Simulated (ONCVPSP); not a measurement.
# Run report: Ge, pseudopotential generation

System: germanium (Ge, Z = 32), core [Ne], reference valence 3s2 3p6 3d10 4s1 4p3, valence charge 22.
Method: ONCV potential, PBE, scalar-relativistic, made with ONCVPSP 4.0.1.

### Results in brief

- outcome: generated, with a ghost state
- cutoffs needed: 98 Ha and 266 Ha (the cutoffs at which the residual kinetic energy of the hardest occupied pseudo-wave falls to 1 and 0.1 mHa per electron)
- ghost test: GHOST(-) flagged for s at -447.2 eV; no localised positive-energy state flagged
- largest excitation error: -1.8 meV (all-electron minus pseudo) for 3s2 3p6 3d10 4s2 4p0, out of 4 test configurations
- rms error of d²Exc/dni dnj: 2.30 mHa without and 1.75 mHa with the model core
- range over which the phases arctan(r R′/R) at the test radius agree within 0.05 rad (a looser test near the poles than one of phase shifts): s: up to about 3.5 Ha; p: over the whole range computed; d: between about -2.5 and 1.8 Ha; f: not judged, local potential alone
- hardware: 1 CPU thread, shared host
- wall time: 3.5 s

### Notes

The potential has a bound ghost state, so it can't be used as it stands.

### The input
```
# ATOM AND REFERENCE CONFIGURATION
# atsym  z   nc   nv     iexc    psfile
  Ge 32.00    3    5        4      upf
#
#   n    l    f
    1    0    2.00
    2    0    2.00
    2    1    6.00
    3    0    2.00
    3    1    6.00
    3    2   10.00
    4    0    1.00
    4    1    3.00
#
# PSEUDOPOTENTIAL AND OPTIMIZATION
# lmax
    2
#
#   l,   rc,      ep,       ncon, nbas, qcut
    0    1.00    0.00    4    7   10.30
    1    1.10    0.00    5   10    9.70
    2    1.00    0.00    5    9   14.10
#
# LOCAL POTENTIAL
# lloc, lpopt,  rc(5),   dvloc0
    2    5    1.00    0.00
#
# VANDERBILT-KLEINMAN-BYLANDER PROJECTORs
# l, nproj, debl
    0    2    2.90
    1    2    0.80
    2    0    0.90
#
# MODEL CORE CHARGE
# icmod, fcfact, rcfact
    1    0.45    0.00
#
# LOG DERIVATIVE ANALYSIS
# epsh1, epsh2, depsh
   -8.00    5.00    0.04
#
# OUTPUT GRID
# rlmax, drl
    6.00    0.01
#
# TEST CONFIGURATIONS
# ncnf
    4
# nvcnf
#   n    l    f
    5
    3    0    2.00
    3    1    6.00
    3    2   10.00
    4    0    2.00
    4    1    2.00
#
    5
    3    0    2.00
    3    1    6.00
    3    2   10.00
    4    0    2.00
    4    1    1.00
#
    5
    3    0    2.00
    3    1    6.00
    3    2   10.00
    4    0    2.00
    4    1    0.00
#
    5
    3    0    2.00
    3    1    6.00
    3    2   10.00
    4    0    0.00
    4    1    4.00
#
```

Command:
```bash
oncvpsp.x < Ge.dat > Ge.out
```

### Output (extracts)
```
ONCVPSP  (Optimized Norm-Conservinng Vanderbilt PSeudopotential)
scalar-relativistic version 4.0.1

#   n    l    f        energy (Ha)
    1    0    2.00    -4.0288232E+02
    2    0    2.00    -5.0476390E+01
    2    1    6.00    -4.4115725E+01
    3    0    2.00    -6.2578297E+00
    3    1    6.00    -4.3146900E+00
    3    2   10.00    -1.1410469E+00
    4    0    1.00    -4.6624101E-01
    4    1    3.00    -1.6843102E-01

Reference configufation results
  iterations    26
  all-electron total energy (Ha)   -2.09854017D+03

Begin loop to  construct optimized pseudo wave functions
and semi-local pseudopoentials for all angular momenta

Calculating optimized projector #   1

 for l=   0

    Fraction of norm inside rc  0.931528
    Optimizing pswf for qcut=  10.30 a_B^-1,  ecut=  53.07 Ha
    Residual kinetic energy error=  1.93D-04 Ha

    Energy error per electron        Cutoff
         Ha          eV             Ha
         0.01000     0.27211       33.29
         0.00100     0.02721       45.48
         0.00010     0.00272       73.41
         0.00001     0.00027      131.89

Calculating optimized projector #   2

 for l=   0

    Fraction of norm inside rc  0.047800
    Optimizing pswf for qcut=  10.30 a_B^-1,  ecut=  53.07 Ha
    Residual kinetic energy error=  1.49D-04 Ha

    Energy error per electron        Cutoff
         Ha          eV             Ha
         0.01000     0.27211       15.74
         0.00100     0.02721       42.67
         0.00010     0.00272       56.06
         0.00001     0.00027      143.28

Calculating optimized projector #   1

 for l=   1

    Fraction of norm inside rc  0.940668
    Optimizing pswf for qcut=   9.70 a_B^-1,  ecut=  47.09 Ha
    Residual kinetic energy error=  1.47D-03 Ha

    Energy error per electron        Cutoff
         Ha          eV             Ha
         0.01000     0.27211       39.61
         0.00100     0.02721       49.86
         0.00010     0.00272      238.44
         0.00001     0.00027      284.15

Calculating optimized projector #   2

 for l=   1

    Fraction of norm inside rc  0.029294
    Optimizing pswf for qcut=   9.70 a_B^-1,  ecut=  47.09 Ha
    Residual kinetic energy error=  1.90D-04 Ha

    Energy error per electron        Cutoff
         Ha          eV             Ha
         0.01000     0.27211       29.84
         0.00100     0.02721       40.92
         0.00010     0.00272       49.77
         0.00001     0.00027      107.97

Calculating optimized projector #   1

 for l=   2

    Fraction of norm inside rc  0.799485
    Optimizing pswf for qcut=  14.11 a_B^-1,  ecut=  99.60 Ha
    Residual kinetic energy error=  7.83D-04 Ha

    Energy error per electron        Cutoff
         Ha          eV             Ha
         0.01000     0.27211       84.04
         0.00100     0.02721       97.66
         0.00010     0.00272      266.32
         0.00001     0.00027      310.61

Construct Vanderbilt / Kleinmman-Bylander projectors

B matrix Hermiticity error, ll=   0
   1   2    1.0501E-03

  Orthonormal projector coefficients -2.8124E+01  2.1225E+01

B matrix Hermiticity error, ll=   1
   1   2    4.9504E-04

  Orthonormal projector coefficients  1.3645E+01 -6.1581E+00

Model core correction analysis
  based on d2Exc/dn_idn_j

d2excae - all-electron derivatives

   -4.627798D-02   -4.319467D-02   -3.407687D-02   -2.079873D-03
   -1.102604D-03
   -4.323860D-02   -4.183341D-02   -3.334681D-02   -1.966961D-03
   -1.070839D-03
   -3.427537D-02   -3.352351D-02   -3.137254D-02   -1.706338D-03
   -8.632267D-04
   -2.441845D-03   -2.396611D-03   -2.191738D-03   -2.756871D-04
   -9.513563D-05
   -1.235265D-03   -1.230595D-03   -1.051507D-03   -1.141184D-04
   -4.987468D-05

d2excps - pseudofunction derivatives with no core correction

   -5.568165D-02   -4.351409D-02   -3.659140D-02   -3.228984D-03
   -1.289003D-03
   -4.355921D-02   -4.188820D-02   -3.684135D-02   -2.018428D-03
   -1.100529D-03
   -3.679054D-02   -3.701790D-02   -3.344169D-02   -1.750472D-03
   -9.775053D-04
   -3.591032D-03   -2.447837D-03   -2.235930D-03   -3.820290D-04
   -1.071705D-04
   -1.421748D-03   -1.260197D-03   -1.165811D-03   -1.261505D-04
   -5.290460D-05

rms 2nd derivative error    2.304335E-03

Polynomial model core charge

d2excps - pseudofunction derivatives with core correction

   -4.084895D-02   -3.973941D-02   -3.523855D-02   -1.871978D-03
   -1.067419D-03
   -3.978316D-02   -4.031147D-02   -3.610072D-02   -1.673481D-03
   -1.005846D-03
   -3.543683D-02   -3.627725D-02   -3.302770D-02   -1.624585D-03
   -9.310033D-04
   -2.233950D-03   -2.102872D-03   -2.110032D-03   -2.584363D-04
   -8.731039D-05
   -1.200077D-03   -1.165507D-03   -1.119305D-03   -1.062899D-04
   -4.747935D-05

rms 2nd derivative error    1.750057E-03

Pseudoatom total energy -290.284145

Diagnostic tests using Vanderbilt-Kleinman-Bylander pseudopotentials
  1 or more projectors used as specified by nproj input data

   l    rcore       rmatch      e in        delta e   norm test  slope test

   0   1.0001943   1.0305623  -6.2578297   0.0000216   1.0000190   1.0000074
   0   1.0001943   1.0305623  -0.4662410   0.0000216   1.0000967   1.0000813

   1   1.1006571   1.1340755  -4.3146900  -0.0000105   1.0003279   1.0003294
   1   1.1006571   1.1340755  -0.1684310   0.0000125   1.0000817   1.0000724

   2   1.0001943   1.0305623  -1.1410469  -0.0000143   0.9999943   1.0000253

 Testing for bound ghosts
   n   l    E NL Schr. Eq   E Basis Diag.   E Cutoff

       0                      -16.433317    189.81  WARNING - GHOST(-)
   1   0       -6.257808       -6.257589    189.81
   2   0       -0.466219       -0.250992    189.81

   2   1       -4.314701       -4.314687    414.07
   3   1       -0.168418        0.095639    414.07

 Testing for highly-localized positive-energy ghosts
       l    <radius>/rc     E Basis Diag.   E Cutoff

Test configuration 0

   n   l     f        eae           eps        diff
   1   0  2.0000 -402.88231889
   2   0  2.0000  -50.47638987
   2   1  6.0000  -44.11572528
   3   0  2.0000   -6.25782971   -6.25780808    2.16D-05
   3   1  6.0000   -4.31469004   -4.31470054   -1.05D-05
   3   2 10.0000   -1.14104686   -1.14106118   -1.43D-05
   4   0  1.0000   -0.46624101   -0.46621945    2.16D-05
   4   1  3.0000   -0.16843102   -0.16841847    1.25D-05

    Total energies and differences
      AE_ref= -2.09854017D+03  AE_tst= -2.09854017D+03  dif=  0.00D+00
      PS_ref= -2.90284145D+02  PS_tst= -2.90284145D+02  dif= -3.41D-13
      PSP excitation error=  3.41D-13

Test configuration 1

   n   l     f        eae           eps        diff
   1   0  2.0000 -402.81570560
   2   0  2.0000  -50.41248757
   2   1  6.0000  -44.05181077
   3   0  2.0000   -6.19192659   -6.19102901    8.98D-04
   3   1  6.0000   -4.24897334   -4.24859651    3.77D-04
   3   2 10.0000   -1.07715362   -1.07684289    3.11D-04
   4   0  2.0000   -0.43112376   -0.43107110    5.27D-05
   4   1  2.0000   -0.14315416   -0.14314497    9.20D-06

    Total energies and differences
      AE_ref= -2.09854017D+03  AE_tst= -2.09883316D+03  dif= -2.93D-01
      PS_ref= -2.90284145D+02  PS_tst= -2.90577126D+02  dif= -2.93D-01
      PSP excitation error= -1.89D-06

Test configuration 2

   n   l     f        eae           eps        diff
   1   0  2.0000 -403.15060002
   2   0  2.0000  -50.74465659
   2   1  6.0000  -44.38432619
   3   0  2.0000   -6.52362329   -6.52265978    9.64D-04
   3   1  6.0000   -4.58069972   -4.58027147    4.28D-04
   3   2 10.0000   -1.40818962   -1.40791348    2.76D-04
   4   0  2.0000   -0.72980429   -0.72973283    7.15D-05
   4   1  1.0000   -0.41315242   -0.41312897    2.34D-05

    Total energies and differences
      AE_ref= -2.09854017D+03  AE_tst= -2.09855959D+03  dif= -1.94D-02
      PS_ref= -2.90284145D+02  PS_tst= -2.90303536D+02  dif= -1.94D-02
      PSP excitation error= -2.23D-05

Test configuration 3

   n   l     f        eae           eps        diff
   1   0  2.0000 -403.55957955
   2   0  2.0000  -51.14734444
   2   1  6.0000  -44.78776752
   3   0  2.0000   -6.92516083   -6.92425799    9.03D-04
   3   1  6.0000   -4.98220147   -4.98176195    4.40D-04
   3   2 10.0000   -1.80786425   -1.80773547    1.29D-04
   4   0  2.0000   -1.07491036   -1.07481753    9.28D-05

    Total energies and differences
      AE_ref= -2.09854017D+03  AE_tst= -2.09799220D+03  dif=  5.48D-01
      PS_ref= -2.90284145D+02  PS_tst= -2.89736109D+02  dif=  5.48D-01
      PSP excitation error= -6.62D-05

Test configuration 4

   n   l     f        eae           eps        diff
   1   0  2.0000 -402.94436209
   2   0  2.0000  -50.53585228
   2   1  6.0000  -44.17516320
   3   0  2.0000   -6.31937555   -6.32029941   -9.24D-04
   3   1  6.0000   -4.37602391   -4.37646448   -4.41D-04
   3   2 10.0000   -1.20052774   -1.20089805   -3.70D-04
   4   1  4.0000   -0.19132028   -0.19130927    1.10D-05

    Total energies and differences
      AE_ref= -2.09854017D+03  AE_tst= -2.09823798D+03  dif=  3.02D-01
      PS_ref= -2.90284145D+02  PS_tst= -2.89981915D+02  dif=  3.02D-01
      PSP excitation error= -3.36D-05
```

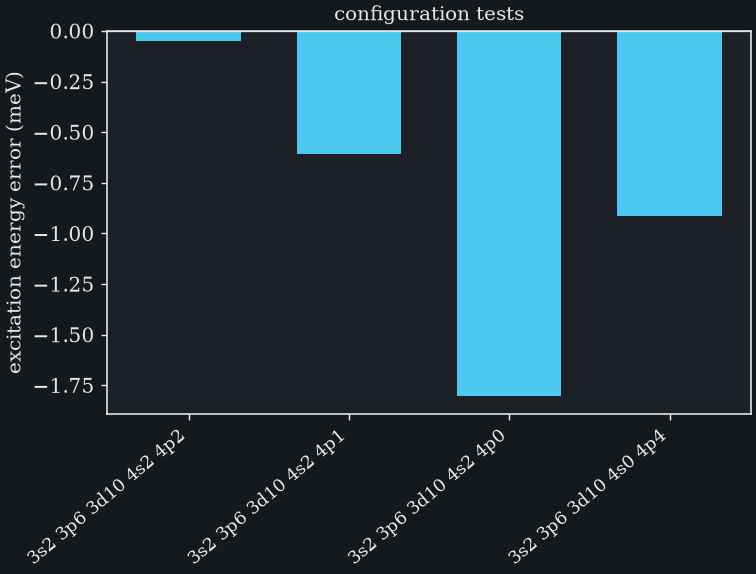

**Figure 1.** Errors, all-electron minus pseudo, of the energies of valence configurations relative to the unpolarised reference 3s2 3p6 3d10 4s1 4p3.

- Worst configuration: 3s2 3p6 3d10 4s2 4p0 (charge +2): the error is -1.8 meV on an all-electron energy of +14.91 eV relative to the reference, or 0.012 %.
- Configurations within 10 meV and within 50 meV: 4 and 4 of 4.
- Errors in meV: 3s2 3p6 3d10 4s2 4p2: -0.1; 3s2 3p6 3d10 4s2 4p1: -0.6; 3s2 3p6 3d10 4s2 4p0: -1.8; 3s2 3p6 3d10 4s0 4p4: -0.9. The potential isn't sound: its ghost test gives GHOST(-) flagged for s at -447.2 eV; no localised positive-energy state flagged.

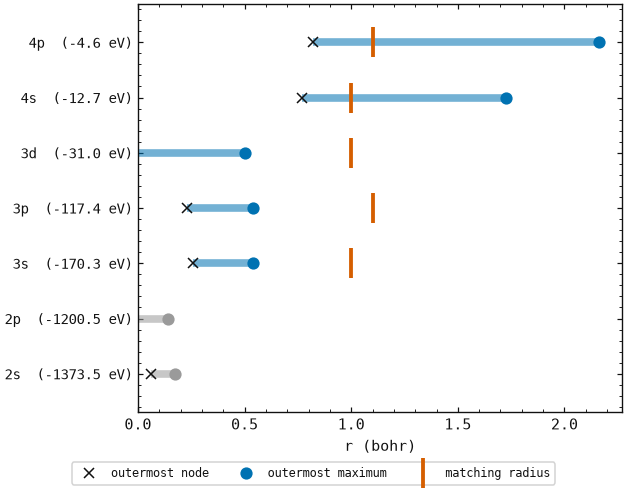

**Figure 2.** Outer shells of the all-electron reference atom: each bar runs from the outermost node (or the nucleus) to the outermost maximum of u(r); the tick is the radius chosen for the pseudo-wave. Shells without a tick have no pseudo-wave of their own. Levels, nodes and maxima are from ld1.x, scalar-relativistic.

- Radii against the shells: 3s: 1.00 bohr, outside the maximum; 3p: 1.10 bohr, outside the maximum; 3d: 1.00 bohr, outside the maximum; 4s: 1.00 bohr, between node and maximum; 4p: 1.10 bohr, between node and maximum.

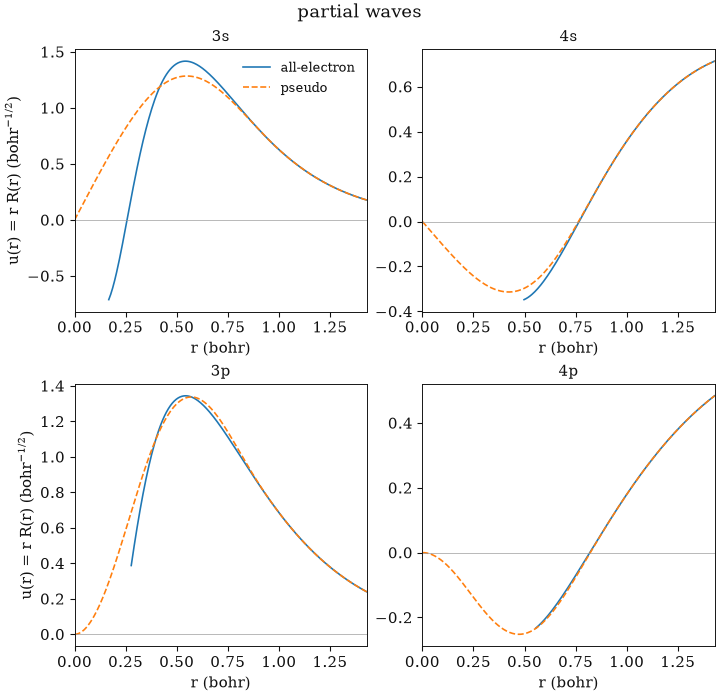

**Figure 3.** All-electron valence functions (solid) with their pseudo partners (dashed). The innermost oscillations of some all-electron curves aren't drawn. Reference configuration 3s2 3p6 3d10 4s1 4p3.

- Matching radii: 3s at 1.00 bohr; 4s at 1.00 bohr; 3p at 1.10 bohr; 4p at 1.10 bohr. The curves merge smoothly, so the plot gives these only roughly.
- Nodes of the pseudo-waves: 3s has no node; 4s has a node at about 0.8 bohr; 3p has no node; 4p has a node at about 0.8 bohr. A node in 4s and 4p is expected, since a lower shell of the same l is also in the valence and the two must stay orthogonal.

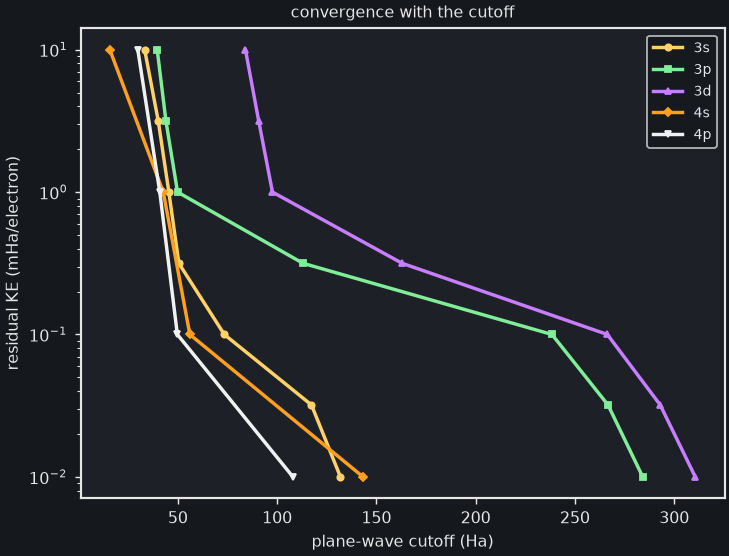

**Figure 4.** Residual kinetic energy of the pseudo-waves (the first of each channel, and further valence shells) beyond the plane-wave cutoff, as the generator prints it.

- Hardest wave at 1 mHa per electron: 3d, with rc = 1.00 bohr and qcut = 14.1 1/bohr. The optimisation minimises, but can't always remove, the kinetic energy above qcut²/2 = 99.4 Ha, and a larger rc would as a rule soften the wave at some cost in transferability.
- Cutoffs for the occupied states: 98 Ha for 1 mHa and 266 Ha for 0.1 mHa per electron. The first is set by 3d.
- Cutoffs for 1 mHa per electron: 3d: 98 Ha; 3p: 50 Ha; 3s: 45 Ha; 4s: 43 Ha; 4p: 41 Ha.
